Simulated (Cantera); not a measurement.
Feed: 1 mol SiC, 0.21 mol CO2, 890 mol N2, a varied amount of H2O, equilibrated at 977 °C and 1.00 Torr.

These are equilibrium values from Cantera (NASA tables, ideal gas, pure condensed phases), not measurements of a reactor. Candidate condensed phases: C, C6H6, C7H8, C8H18, H2O, Si, SiC, SiO2, Si2N2O, Si3N4; 151 gas species. N2 is the only nitrogen source here; it is nearly inert below about 1500 K, so the nitride shown seldom forms there in practice. Mutual solubility and eutectic melting of coexisting phases are not modelled. The tables hold silica as quartz up to 1696 K and as liquid above; real silica turns to tridymite and cristobalite and melts near 1996 K. Equilibrium is a limit: real reactors are often held back by kinetics, nucleation or transport.

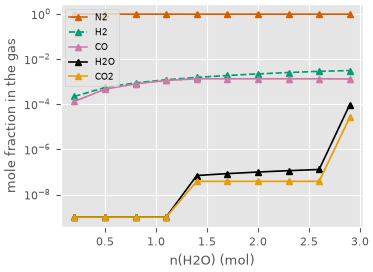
Figure. Equilibrium gas composition (values under 1e-9 drawn at 1e-9)

Question: Read off the mole fractions at 2 mol H2O.

Answer: N2 about 1.00, H2 about 0.0022, CO about 0.0014, H2O about 1.0e-7, CO2 about 3.9e-8.
